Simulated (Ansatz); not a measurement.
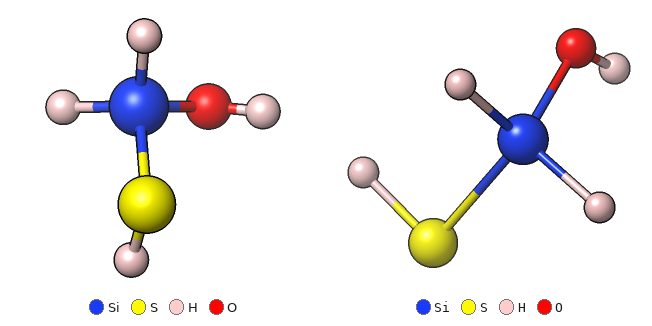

The same structure drawn twice, from different directions.

The geometry was computed by an optimisation with PBE0-D4/def2-TZVP.

What does the picture show?

Formula H₄OSSi. The point group is C1. Coordination: 1 Si tetrahedral; 1 S bent; 1 O bent.

More results for the same structure follow; atom numbers are the same in all pictures, views and colours differ.

Vibrations

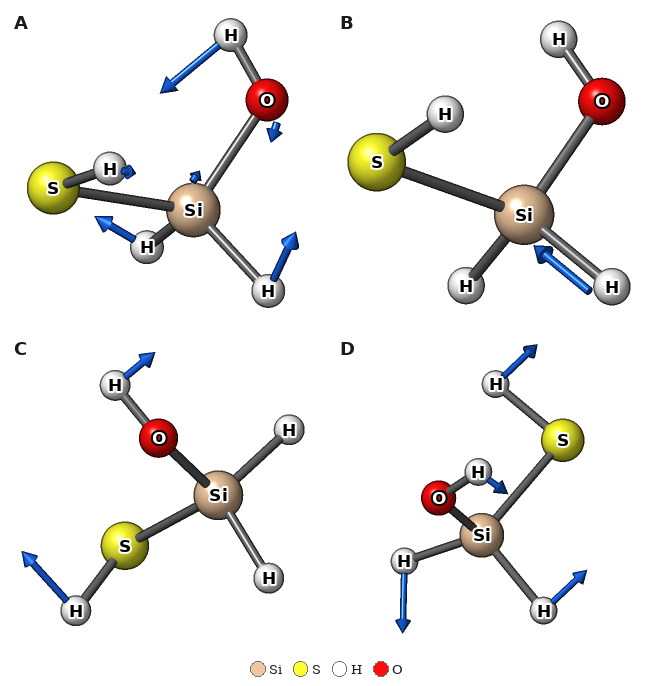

4 normal modes of one molecule or complex, as arrows. Harmonic vibrations computed with RKS PBE0-D4/def2-TZVP (Ansatz 0.2.0) at a stationary point of the same level.

Match the panels to the wavenumbers 249 cm⁻¹, 523 cm⁻¹, 918 cm⁻¹, 2268 cm⁻¹.

A: 918 cm⁻¹
B: 2268 cm⁻¹, Si–H stretching
C: 249 cm⁻¹, a torsion or out-of-plane motion in which bond lengths and bond angles hardly change
D: 523 cm⁻¹, H–Si–S bending

Thermal motion

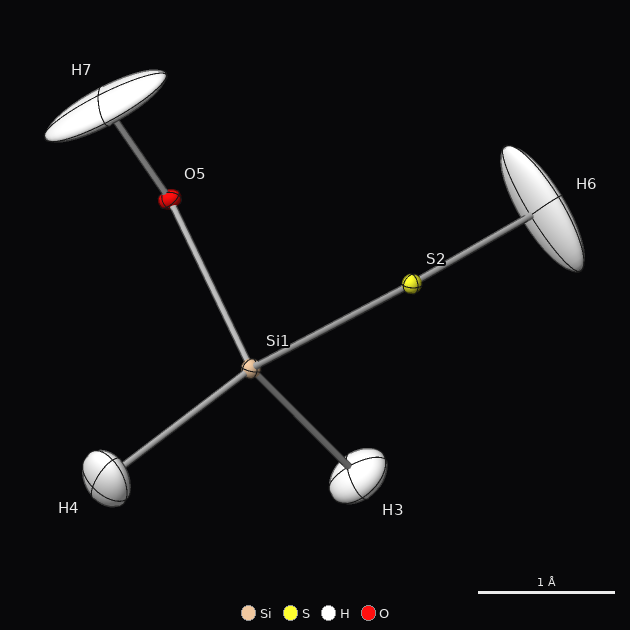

Displacement ellipsoids at the 50 % level, from the internal vibrations of the free molecule (harmonic, no overall translation or rotation; no half-axis is drawn under 0.075 Å). Vibrations computed with RKS PBE0-D4/def2-TZVP (Ansatz 0.2.0). Temperature: 298 K.

Which atom moves most?

H6, with U_eq = 0.0516 Å².

Does H7 move more along its bond or across it?

Across it: the root-mean-square amplitude is 0.070 Å along the bond and up to 0.340 Å across, since bending and torsion are softer than stretching.

List U_eq and the three principal root-mean-square amplitudes for each kind of atom.

```json
{"atom": "Si1", "U_eq (Å²)": "0.00085", "rms amplitudes (Å)": "0.019, 0.024, 0.041"}
{"atom": "S2", "U_eq (Å²)": "0.00060", "rms amplitudes (Å)": "0.008, 0.019, 0.037"}
{"atom": "H3", "U_eq (Å²)": "0.0179", "rms amplitudes (Å)": "0.088, 0.139, 0.163"}
{"atom": "H4", "U_eq (Å²)": "0.0178", "rms amplitudes (Å)": "0.088, 0.144, 0.159"}
{"atom": "O5", "U_eq (Å²)": "0.0020", "rms amplitudes (Å)": "0.023, 0.029, 0.067"}
{"atom": "H6", "U_eq (Å²)": "0.0516", "rms amplitudes (Å)": "0.078, 0.168, 0.347"}
{"atom": "H7", "U_eq (Å²)": "0.0481", "rms amplitudes (Å)": "0.068, 0.156, 0.340"}
```

Electronic properties

Level of theory: RKS r2SCAN-D4/def2-TZVPP (Ansatz 0.2.0).

Estimate the dispersion correction.

−2.8 kJ/mol.
